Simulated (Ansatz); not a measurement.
## Run report: TaH₃O₂F₄, nudged elastic band (part 1 of 2)

TaH₃O₂F₄, computed with RKS B3LYP-D4/def2-SVP (Ansatz 0.2.0).

It belongs to a series of runs on one base structure; here: band between the two ends. Figures and captions count atoms from 1; the log counts them from 0 in places.

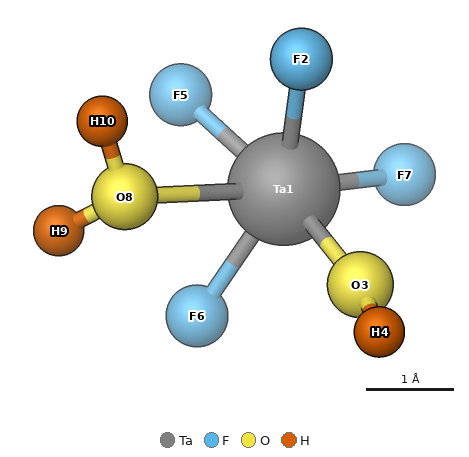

Figure 1. The structure as given in the input (ball-and-stick view, seen at a tilt; atoms are numbered from 1 in the order of the input). Sticks mark near contacts. Bond lengths as drawn: F–Ta 1.87 to 1.91 Å, H–O 0.96 to 0.97 Å and O–Ta 1.89 to 2.31 Å.

Input file:
```yaml
crystal:
  periodic: [false, false, false]
  atoms:
    - { symbol: Ta, position_ang: [0.024145, -0.13909, 0.184371] }
    - { symbol: F, position_ang: [1.818832, -0.777953, 0.209666] }
    - { symbol: O, position_ang: [-0.298859, -0.847376, 1.9018] }
    - { symbol: H, position_ang: [-0.323285, -0.997399, 2.848905] }
    - { symbol: F, position_ang: [0.543929, 0.853075, -1.366585] }
    - { symbol: F, position_ang: [-1.270704, 1.231779, 0.459133] }
    - { symbol: F, position_ang: [-0.900722, -1.439605, -0.788949] }
    - { symbol: O, position_ang: [1.209864, 1.56146, 1.202408] }
    - { symbol: H, position_ang: [0.821377, 2.433682, 1.029823] }
    - { symbol: H, position_ang: [2.137022, 1.588127, 0.917728] }
basis:
  gaussian: { orbitals: def2-SVP }
hamiltonian:
  xc: b3lyp
  dispersion: d4
neb:
  order_check: false
  images: 9
  f_tol: 0.03
  max_iterations: 60
  final_atoms:
    - { symbol: Ta, position_ang: [-0.17040778, 0.31412112, 0.21987293] }
    - { symbol: F, position_ang: [2.08644287, -0.34427059, 0.28240379] }
    - { symbol: O, position_ang: [-0.3489417, -0.35501926, 1.98806882] }
    - { symbol: H, position_ang: [-0.27740374, -1.0114739, 2.68631447] }
    - { symbol: F, position_ang: [0.35830864, 0.85444819, -1.51765644] }
    - { symbol: F, position_ang: [-1.85295571, 1.11464738, 0.1384357] }
    - { symbol: F, position_ang: [-0.33445331, -1.43927227, -0.46009063] }
    - { symbol: O, position_ang: [1.07330335, 1.72528956, 0.88592424] }
    - { symbol: H, position_ang: [1.0306935, 2.02897615, 1.8035842] }
    - { symbol: H, position_ang: [2.19701288, 0.57925362, 0.57144291] }
  initial_path:
    images:
      - { positions_ang: [[0.024145, -0.13909, 0.184371], [1.818832, -0.777953, 0.209666], [-0.298859, -0.847376, 1.9018], [-0.323285, -0.997399, 2.848905], [0.543929, 0.853075, -1.366585], [-1.270704, 1.231779, 0.459133], [-0.900722, -1.439605, -0.788949], [1.209864, 1.56146, 1.202408], [0.821377, 2.433682, 1.029823], [2.137022, 1.588127, 0.917728]] }
      - { positions_ang: [[0.02533156, -0.10413546, 0.14081705], [1.91659931, -0.61711317, 0.18192523], [-0.25162497, -0.69138041, 1.91780708], [-0.32547718, -0.9978678, 2.73103239], [0.45888545, 0.70929415, -1.48503705], [-1.20274424, 1.32720014, 0.36889643], [-0.90795757, -1.47759027, -0.66377686], [1.10923344, 1.60513916, 1.22964987], [0.84774638, 2.23034245, 1.27355189], [2.09160683, 1.48281124, 0.90343397]] }
      - { positions_ang: [[0.02651811, -0.06918093, 0.0972631], [2.01436662, -0.45627334, 0.15418447], [-0.20439094, -0.53538483, 1.93381416], [-0.32766936, -0.99833661, 2.61315978], [0.3738419, 0.56551329, -1.6034891], [-1.13478448, 1.42262127, 0.27865986], [-0.91519314, -1.51557555, -0.53860472], [1.00860289, 1.64881832, 1.25689173], [0.87411575, 2.0270029, 1.51728079], [2.04619166, 1.37749547, 0.88913994]] }
      - { positions_ang: [[0.02770467, -0.03422639, 0.05370914], [2.11213393, -0.29543352, 0.1264437], [-0.15715691, -0.37938924, 1.94982124], [-0.32986154, -0.99880541, 2.49528717], [0.28879835, 0.42173244, -1.72194116], [-1.06682472, 1.51804241, 0.1884233], [-0.92242872, -1.55356082, -0.41343258], [0.90797233, 1.69249748, 1.2841336], [0.90048513, 1.82366334, 1.76100968], [2.00077648, 1.27217971, 0.87484591]] }
      - { positions_ang: [[0.02889122, 0.00072815, 0.01015519], [2.20990124, -0.13459369, 0.09870293], [-0.10992289, -0.22339366, 1.96582832], [-0.33205372, -0.99927421, 2.37741457], [0.2037548, 0.27795158, -1.84039321], [-0.99886496, 1.61346355, 0.09818673], [-0.92966429, -1.59154609, -0.28826044], [0.80734178, 1.73617664, 1.31137546], [0.9268545, 1.62032379, 2.00473857], [1.95536131, 1.16686394, 0.86055188]] }
      - { positions_ang: [[0.03007778, 0.03568268, -0.03339876], [2.30766856, 0.02624614, 0.07096217], [-0.06268886, -0.06739807, 1.9818354], [-0.33424591, -0.99974301, 2.25954196], [0.11871125, 0.13417073, -1.95884526], [-0.9309052, 1.70888469, 0.00795016], [-0.93689986, -1.62953137, -0.1630883], [0.70671122, 1.7798558, 1.33861733], [0.95322388, 1.41698424, 2.24846746], [1.90994614, 1.06154818, 0.84625785]] }
      - { positions_ang: [[-0.01001933, 0.09137037, 0.01725558], [2.26342342, -0.04785721, 0.11325049], [-0.11993943, -0.12492231, 1.98308208], [-0.32287747, -1.00208919, 2.34489646], [0.16663072, 0.27822622, -1.87060749], [-1.1153153, 1.59003722, 0.03404727], [-0.81641055, -1.59147955, -0.22248876], [0.78002965, 1.76894255, 1.24807871], [0.9687178, 1.53938262, 2.15949081], [1.96735949, 0.96508927, 0.79129486]] }
      - { positions_ang: [[-0.05011645, 0.14705806, 0.06790991], [2.21917828, -0.12196055, 0.15553882], [-0.17719, -0.18244655, 1.98432877], [-0.31150904, -1.00443537, 2.43025096], [0.2145502, 0.42228171, -1.78236973], [-1.2997254, 1.47118976, 0.06014438], [-0.69592124, -1.55342773, -0.28188923], [0.85334808, 1.7580293, 1.15754009], [0.98421173, 1.661781, 2.07051416], [2.02477284, 0.86863036, 0.73633187]] }
      - { positions_ang: [[-0.09021356, 0.20274574, 0.11856425], [2.17493315, -0.1960639, 0.19782714], [-0.23444057, -0.23997079, 1.98557545], [-0.30014061, -1.00678154, 2.51560547], [0.26246968, 0.5663372, -1.69413197], [-1.4841355, 1.3523423, 0.08624148], [-0.57543193, -1.51537591, -0.3412897], [0.9266665, 1.74711606, 1.06700148], [0.99970565, 1.78417939, 1.9815375], [2.08218619, 0.77217144, 0.68136889]] }
      - { positions_ang: [[-0.13031067, 0.25843343, 0.16921859], [2.13068801, -0.27016724, 0.24011547], [-0.29169113, -0.29749503, 1.98682214], [-0.28877218, -1.00912772, 2.60095997], [0.31038916, 0.7103927, -1.6058942], [-1.66854561, 1.23349484, 0.11233859], [-0.45494262, -1.47732409, -0.40069017], [0.99998493, 1.73620281, 0.97646286], [1.01519958, 1.90657777, 1.89256085], [2.13959954, 0.67571253, 0.6264059]] }
      - { positions_ang: [[-0.17040778, 0.31412112, 0.21987293], [2.08644287, -0.34427059, 0.28240379], [-0.3489417, -0.35501926, 1.98806882], [-0.27740374, -1.0114739, 2.68631447], [0.35830864, 0.85444819, -1.51765644], [-1.85295571, 1.11464738, 0.1384357], [-0.33445331, -1.43927227, -0.46009063], [1.07330335, 1.72528956, 0.88592424], [1.0306935, 2.02897615, 1.8035842], [2.19701288, 0.57925362, 0.57144291]] }
```

Hardware: 4 threads of Arm Neoverse V2, 24 GiB of memory available, shared host.

Launched with:
```bash
ansatz run input.yaml --threads 4 --pin off --max-ram 5120MiB --backend cpu --events-out ev --progress --plain --runs-dir out
```

The program's output:
```
Engine: ansatz 0.2.0, aarch64-unknown-linux-gnu
Functional definition: B3LYP
  parameter a0 = 0.2
  parameter ax = 0.72
  parameter ac = 0.81
  exchange = (1 - a0 - ax)*slater_x + ax*b88_x + a0*exact_x
  correlation = (1 - ac)*vwn_rpa_c + ac*lyp_c
1344 factors; integrals over basis functions are off by at most 4.1e-4 eV
mean field evaluation 1: about -16545.5056 eV, gradient 9.6e1 eV
mean field evaluation 2: about -16448.2933 eV, gradient 2.5e2 eV
mean field evaluation 4: about -16560.2376 eV, gradient 1.7e1 eV
mean field evaluation 8: about -16560.7009 eV, gradient 4.4e-1 eV
mean field evaluation 16: about -16560.7723 eV, gradient 4.6e-4 eV
mean field -16560.77226960 eV, -608.5971556132 hartree, gradient 7.7e-5 eV, S^2 0.000000; 0 other end points of the search recorded, 0 dependent functions left out
the calculation of the forces begins
reference -16560.77258847 eV, -608.5971673313 hartree; 34, 34 occupied and 97, 97 virtual orbitals, 1344 factors
1346 factors; integrals over basis functions are off by at most 1.1e-3 eV
mean field evaluation 32: about -16559.7790 eV, gradient 1.7e-3 eV
mean field -16559.77896444 eV, -608.5606523217 hartree, gradient 3.1e-5 eV, S^2 0.000000; 0 other end points of the search recorded, 0 dependent functions left out
[... from here on the field's lines of each further geometry are left out, up to the last ...]
NEB iter   1: max|band force component| = 1.790e2 eV/Å  barrier→ = 27.8204 eV  barrier← = 26.8298 eV  Δτ_max = 0.2000 Å  (343 SCF iters)
NEB iter   2: max|band force component| = 1.110e2 eV/Å  barrier→ = 19.9445 eV  barrier← = 18.9539 eV  Δτ_max = 0.2000 Å  (327 SCF iters)
NEB iter   3: max|band force component| = 4.073e1 eV/Å  barrier→ = 8.8396 eV  barrier← = 7.8490 eV  Δτ_max = 0.1946 Å  (308 SCF iters)
NEB iter   4: max|band force component| = 1.637e1 eV/Å  barrier→ = 2.5881 eV  barrier← = 1.5976 eV  Δτ_max = 0.1995 Å  (308 SCF iters)
NEB iter   5: max|band force component| = 1.115e1 eV/Å  barrier→ = 1.2451 eV  barrier← = 0.2545 eV  Δτ_max = 0.2000 Å  (301 SCF iters)
NEB iter   6: max|band force component| = 6.531e0 eV/Å  barrier→ = 1.1494 eV  barrier← = 0.1588 eV  Δτ_max = 0.2000 Å  (308 SCF iters)
NEB iter   7: max|band force component| = 3.984e0 eV/Å  barrier→ = 1.1176 eV  barrier← = 0.1270 eV  Δτ_max = 0.2000 Å  (299 SCF iters)
NEB iter   8: max|band force component| = 1.894e0 eV/Å  barrier→ = 1.0911 eV  barrier← = 0.1006 eV  Δτ_max = 0.2000 Å  (312 SCF iters)
NEB iter   9: max|band force component| = 7.836e-1 eV/Å  barrier→ = 1.0615 eV  barrier← = 0.0709 eV  Δτ_max = 0.2000 Å  (291 SCF iters)
NEB iter  10: max|band force component| = 3.364e0 eV/Å  barrier→ = 1.0429 eV  barrier← = 0.0524 eV  Δτ_max = 0.1009 Å  (300 SCF iters)
NEB iter  11: max|band force component| = 4.680e-1 eV/Å  barrier→ = 1.0193 eV  barrier← = 0.0287 eV  CI = image 8  Δτ_max = 0.1995 Å  (282 SCF iters)
NEB iter  12: max|band force component| = 3.745e-1 eV/Å  barrier→ = 1.0407 eV  barrier← = 0.0501 eV  CI = image 8  Δτ_max = 0.1964 Å  (285 SCF iters)
NEB iter  13: max|band force component| = 5.602e-1 eV/Å  barrier→ = 1.0317 eV  barrier← = 0.0411 eV  CI = image 8  Δτ_max = 0.0976 Å  (280 SCF iters)
NEB iter  14: max|band force component| = 2.651e-1 eV/Å  barrier→ = 1.0265 eV  barrier← = 0.0360 eV  CI = image 8  Δτ_max = 0.0736 Å  (291 SCF iters)
NEB iter  15: max|band force component| = 1.751e-1 eV/Å  barrier→ = 1.0229 eV  barrier← = 0.0323 eV  CI = image 8  Δτ_max = 0.0805 Å  (288 SCF iters)
NEB iter  16: max|band force component| = 1.629e-1 eV/Å  barrier→ = 1.0204 eV  barrier← = 0.0298 eV  CI = image 8  Δτ_max = 0.0815 Å  (291 SCF iters)
NEB iter  17: max|band force component| = 1.350e-1 eV/Å  barrier→ = 1.0190 eV  barrier← = 0.0284 eV  CI = image 8  Δτ_max = 0.1603 Å  (295 SCF iters)
NEB iter  18: max|band force component| = 3.382e-1 eV/Å  barrier→ = 1.0184 eV  barrier← = 0.0279 eV  CI = image 8  Δτ_max = 0.0641 Å  (288 SCF iters)
NEB iter  19: max|band force component| = 1.422e-1 eV/Å  barrier→ = 1.0182 eV  barrier← = 0.0276 eV  CI = image 8  Δτ_max = 0.0824 Å  (290 SCF iters)
NEB iter  20: max|band force component| = 1.363e-1 eV/Å  barrier→ = 1.0180 eV  barrier← = 0.0275 eV  CI = image 8  Δτ_max = 0.0425 Å  (294 SCF iters)
NEB iter  21: max|band force component| = 4.625e-2 eV/Å  barrier→ = 1.0179 eV  barrier← = 0.0274 eV  CI = image 8  Δτ_max = 0.0446 Å  (287 SCF iters)
NEB iter  22: max|band force component| = 5.411e-2 eV/Å  barrier→ = 1.0178 eV  barrier← = 0.0273 eV  CI = image 8  Δτ_max = 0.0223 Å  (300 SCF iters)
NEB iter  23: max|band force component| = 3.836e-2 eV/Å  barrier→ = 1.0178 eV  barrier← = 0.0272 eV  CI = image 8  Δτ_max = 0.0223 Å  (298 SCF iters)
the calculation of the forces begins
reference -16559.77148709 eV, -608.5603775345 hartree; 34, 34 occupied and 97, 97 virtual orbitals, 1345 factors
1345 factors; integrals over basis functions are off by at most 1.6e-3 eV
mean field evaluation 1888: about -16559.7520 eV, gradient 4.9e-4 eV
mean field -16559.75203290 eV, -608.5596626060 hartree, gradient 1.6e-5 eV, S^2 0.000000; 1 other end points of the search recorded, 0 dependent functions left out
the calculation of the forces begins
reference -16559.75235309 eV, -608.5596743728 hartree; 34, 34 occupied and 97, 97 virtual orbitals, 1345 factors
NEB iter  24: max|band force component| = 1.880e-2 eV/Å  barrier→ = 1.0177 eV  barrier← = 0.0271 eV  CI = image 8  Δτ_max = 0.0000 Å  (580 SCF iters)
```
